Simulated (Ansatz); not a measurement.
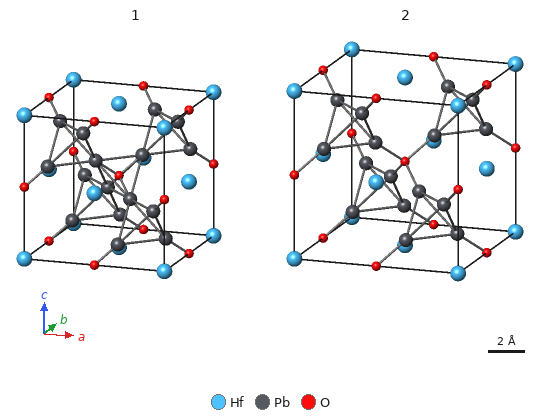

Two geometries of crystalline HfPb$_{4}$O (a generated structure, set up in F-43m) (coarse preliminary run), drawn at one scale. One is the start of a relaxation, the other its converged end. The picture is a ball-and-stick view of the conventional cell (4 times the calculation's cell), seen slightly off an axis. Lengths and directions refer to the drawn axes.

Method: DFT PBE, scalar-relativistic, plane waves, PAW (Ansatz). Settings: plane-wave cutoff 420 eV; k-point mesh 4 × 4 × 4; occupations gaussian; smearing width 0.1 eV; no spin polarisation; cell and atoms relaxed; force threshold 0.04 eV/Å; at most 70 steps.

Which of the two is the end point?

Answer. Structure 2 is the relaxed one. The largest moves relative to the cell, 0.17 Å, are those of Pb atoms. Hf and O stay in place. The volume changes by +59.8 %, with a = b = c 8.286 → 9.687 Å (+16.9 %). Some distances before and after: Pb–Pb 2.888 → 3.661 Å, O–Pb 1.768 → 2.242 Å, Pb–Pb 2.971 → 3.189 Å. The space group stays F-43m (No. 216). After 8 accepted moves (10 points after the start) the energy has fallen by 2175 meV per atom. Largest force component: 9.1 eV/Å at the start, 0.0087 eV/Å at the end. The pressure goes from 58.13 to −0.10 GPa. The SCF was repeated twice at an unchanged geometry on a basis and grid sized afresh for the cell, which shifted the energy by 53.3 meV per atom at most.
